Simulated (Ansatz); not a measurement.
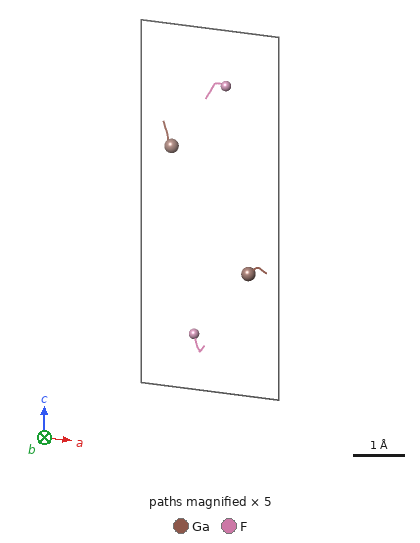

First-principles dynamics of a 4-atom cell of GaF, 20 fs long. Lines trace each atom's path, in the colour of its element; spheres stand at the starting positions. The excursions are magnified 5 times. Seen along the b axis in the simulation cell.

These are results of Ansatz, DFT, PAW plane waves, PBE, not measurements. Set-up: plane-wave cutoff 420 eV; k-point mesh 5 × 5 × 2; Fermi-Dirac smearing 0.1 eV; Langevin thermostat (NVT); set temperature 1200 K; time step 0.5 fs.

> What do the traces tell about the motion?

In the second half of the run the atoms are, in the root-mean-square, this far from where they began (common drift taken out): F 0.10 Å, Ga 0.09 Å. The run lasts only 20 fs, too short to tell vibration from diffusion.

Cost: 34 s on 2 threads of Intel(R) Xeon(R) Platinum 8559C (Emerald Rapids) (shared host), peak memory 0.37 GiB.
